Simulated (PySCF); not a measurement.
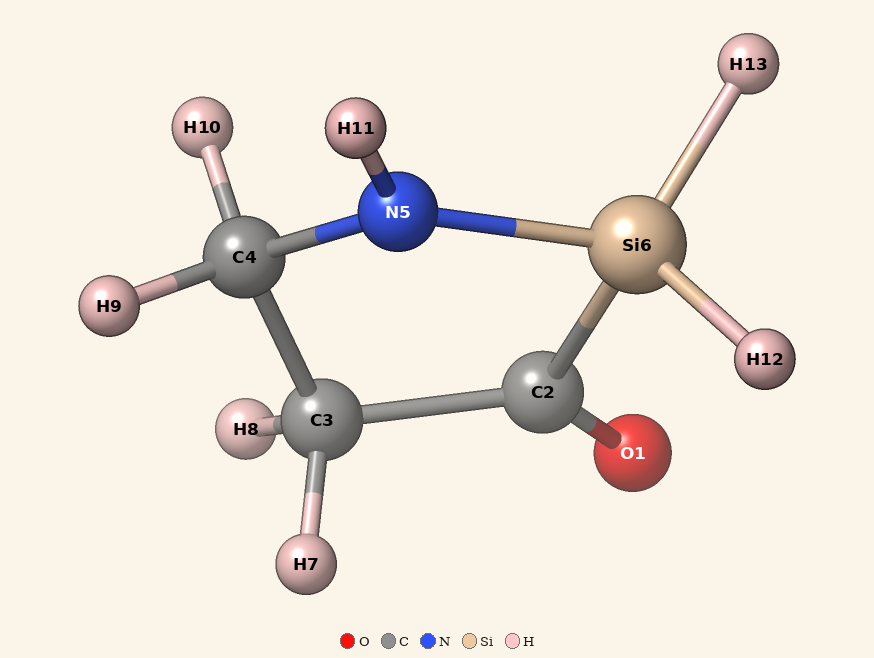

Depth is shown by fading: the farther an atom, the more it takes the colour of the background. The geometry was computed by an optimisation with PBE0-D3(BJ)/def2-SVP. No frequency run is at hand to confirm it as a minimum.

**How is the 5-membered ring C2–C3–C4–N5–Si6 puckered?**

It is between envelope and twist. The Cremer–Pople amplitude Q is 0.30 Å.

**Give the torsion angles round the ring, beginning with the bond from its second to its third atom.**

−35°, 31°, −14°, −7°, 24°.
